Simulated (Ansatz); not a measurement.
## Response to strain in HgTe

Base system: HgTe in the zinc blende structure (space group F-43m, No. 216; a = 6.510 Å).

Strains are applied to the cell and any free atomic positions relax.

Computed with PBEsol (Ansatz, a program for electronic structure; PAW; 420 eV plane waves; scalar-relativistic without spin-orbit coupling).

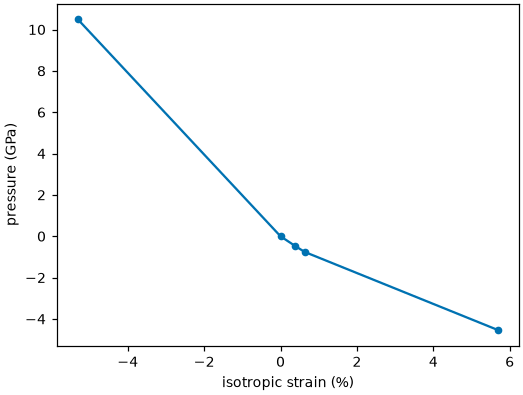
*Pressure against isotropic strain*

| isotropic strain (%) | pressure |
|---|---|
| -5.31 | 10.5 GPa |
| 0.37 | -0.5 GPa |
| 0.63 | -0.8 GPa |
| 5.69 | -4.5 GPa |

The mesh was chosen for an insulator and is coarse for the gapless case. No phonon test of stability was made. The final runs are not spin-polarised.
